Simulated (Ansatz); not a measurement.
Convergence study of the k-point mesh for RbRuF6 (R3m, 8 atoms in the cell)

```xyz
8
Lattice="3.8229 2.2071 2.5045 -3.8229 2.2071 2.5045 0.0000 -4.4143 2.5045" Properties=species:S:1:pos:R:3 pbc="T T T"
Rb     0.0000     0.0000     3.8067
Ru     0.0000     0.0000     0.0000
F      0.0000    -2.9085     3.6031
F      0.0000     2.9085     3.9104
F      2.5188     1.4542     3.6031
F     -2.5188    -1.4542     3.9104
F     -2.5188     1.4542     3.6031
F      2.5188    -1.4542     3.9104
```
Moments meant for the start (each program seeds them in its own way; μB, in the order of the atoms Rb Ru F F F F F F): 0.0 2.0 0.0 0.0 0.0 0.0 0.0 0.0.

Method of the run: PBEsol, default PAW files made with PBE (plane waves; Ansatz, a first-principles code).

Base settings: basis.ecutwfc = 420 eV; kpoints.mp_grid.grid = 5 5 5; hamiltonian.xc = pbesol; hamiltonian.pseudopotentials = {kind: paw} (the program's default PAW files); magnetization.spin_polarized = true; scf.occupations.method = fermi_dirac; scf.occupations.width = 0.05 eV.

The second cell is the first with its lattice scaled by 0.98.

Only quantities that move along the ladder and can be compared are tabulated.

The count of work is k-points × plane waves × bands × iterations; it is no time. Core times come from one kind of shared machine, to one figure; runs under 30 s give none.

The starting cell comes from a database of computed structures (which also holds hypothetical and non-ambient phases and stackings), without a prior relaxation at this level. Its lattice was rescaled by up to half a per cent. One atom was moved a little off its site on purpose. With one magnetic atom in the cell only a parallel order is possible. Ansatz's pressure includes its estimate of the finite-basis (Pulay) stress.

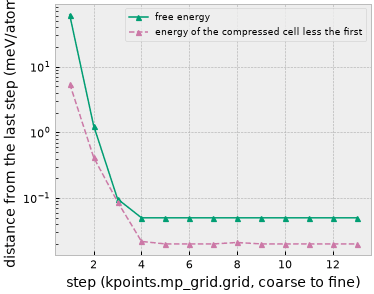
Distance from the last step along the ladder; very small values are drawn at a floor.

| kpoints.mp_grid.grid | free energy less the last step's (meV/atom) | energy of the compressed cell less the first (meV/atom) | pressure (GPa) | largest difference of a force vector from the last step's (eV/Å) | count of work / last | core time / last (rough) |
|---|---|---|---|---|---|---|
| 1 1 1 | 61.22 | 30.88 | 2.07 | 0.155 | 0.0035 | – |
| 2 2 2 | 1.27 | 25.80 | 1.23 | 0.006 | 0.014 | – |
| 3 3 3 | -0.10 | 25.47 | 1.20 | 0.000 | 0.021 | – |
| 4 4 4 | 0.02 | 25.36 | 1.19 | 0.000 | 0.045 | – |
| 5 5 5 | -0.02 | 25.39 | 1.19 | 0.000 | 0.066 | 0.08 |
| 6 6 6 | 0.01 | 25.37 | 1.19 | 0.000 | 0.11 | 0.1 |
| 7 7 7 | -0.01 | 25.38 | 1.19 | 0.000 | 0.15 | 0.2 |
| 8 8 8 | 0.00 | 25.36 | 1.19 | 0.000 | 0.23 | 0.2 |
| 9 9 9 | 0.00 | 25.38 | 1.19 | 0.000 | 0.30 | 0.3 |
| 10 10 10 | 0.00 | 25.39 | 1.19 | 0.000 | 0.40 | 0.4 |
| 11 11 11 | 0.00 | 25.38 | 1.19 | 0.000 | 0.55 | 0.7 |
| 12 12 12 | 0.00 | 25.38 | 1.19 | 0.000 | 0.66 | 0.6 |
| 13 13 13 | 0.00 | 25.39 | 1.19 | 0.000 | 0.80 | 0.7 |
| 14 14 14 | 0.00 | 25.39 | 1.19 | 0.000 | 1.0 | 1 |

Coarsest kpoints.mp_grid.grid that holds the pressure within 0.2 GPa of the last step, with all finer ones: 2 2 2, at 0.014 of the last step's count of work; the step before is off by 0.88 GPa.

Coarsest kpoints.mp_grid.grid that holds the forces within 0.01 eV/Å of the last step, with all finer ones: 2 2 2, at 0.014 of the last step's count of work; the step before is off by 0.16 eV/Å.

Coarsest kpoints.mp_grid.grid that holds the energy of the compressed cell less the first within 0.5 meV/atom of the last step, with all finer ones: 2 2 2, at 0.014 of the last step's count of work; the step before is off by 5.5 meV/atom.

The energy difference between the two cells stays within 1 meV/atom of the last step's from 2 2 2 on, the total only from 3 3 3 on: much of the error is common to both cells and cancels.

Keys are those of Ansatz 0.2.
